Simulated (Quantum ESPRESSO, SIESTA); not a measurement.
# Birch–Murnaghan line for zincblende GaAs, QE, PBEsol

Calculated with Quantum ESPRESSO 7.5: PBEsol; plane waves, GBRV 1.5 ultrasoft, 45/270 Ry; k-mesh 7×7×7. The volume is changed in steps from typed lattice constants. V0 = 22.622 Å³ an atom is where a Birch–Murnaghan fit to this level's pressures, the withheld one apart, crosses zero; rows within 2.5 % of V0 are left out, since F is ill-conditioned there. The typed cell is scaled evenly, with no relaxation, and each row is a single point.

```
volume (Å³/atom)  pressure (GPa)
          21.863           2.621
          23.288          -1.922
          23.764          -3.103
          24.239          -4.034
          24.714          -4.958
           25.19               ?
          25.665          -6.534
```

**Question.** Fit the third-order Birch–Murnaghan equation to the rows given and interpolate to the withheld row.

Worked fit:

Take the Eulerian strain f = ½[(V0/V)^(2/3) − 1] and the normalised pressure F = P / [3f(1 + 2f)^(5/2)]. The third-order Birch–Murnaghan equation is then the line F = B0 + (3/2)B0(B′ − 4) f, so u = f and v = F.

```
      u = f  v = F (GPa)
  0.0115061      71.7323
-0.00957883      70.1975
 -0.0161497      69.5252
 -0.0224918      67.0755
 -0.0286300      66.8936
 -0.0403473      66.6184
```

With n = 6: mean u = -0.0176152, mean v = 68.6738, Σ(u − ū)² = 0.0015766, Σ(u − ū)(v − v̄) = 0.17669. Slope b = 0.17669 / 0.0015766 = 112.07; intercept a = v̄ − b ū = 70.648.

So B0 = 70.65 GPa and B′ = 4 + 2b/(3a) = 5.06. At the withheld volume f = -0.03459, F = 66.77 GPa, and P = 3f(1 + 2f)^(5/2) F.

Prediction at 25.19: -5.792 GPa. The run gave -5.795 GPa, so the fit is high by 0.0034 GPa (0.059 % of the value).

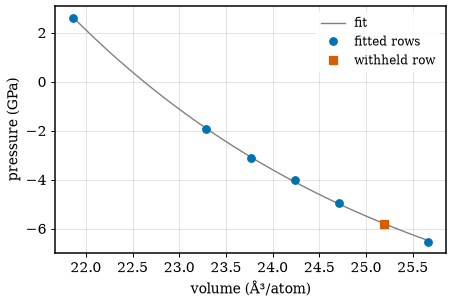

The fit, the rows that it rests on and the withheld row.

A fit to this level's energies over the whole scan gives V0 = 22.746 Å³, B0 = 68.93 GPa and B′ = 5.07. Among the rows given, the largest miss of the fit is at 24.239, by 0.063 GPa (0.69 % of the range of the table).

Limits: The nuclei are static. The DFT runs use Fermi–Dirac occupations of width 0.01 eV, and energies are free energies. The pressures scatter by 0.03 GPa r.m.s. about a smooth curve, which shows enlarged in F and loosens B′.

[Logs are printed without paths, hosts, clocks, repeated set-up lines and the standing remarks that a program may print on its own settings, such as how far it seeks lower states.]

[Hosts, paths, dates, database ids (printed as entryN), source tags and the programs' standing remarks are cut or masked in the printed files.]
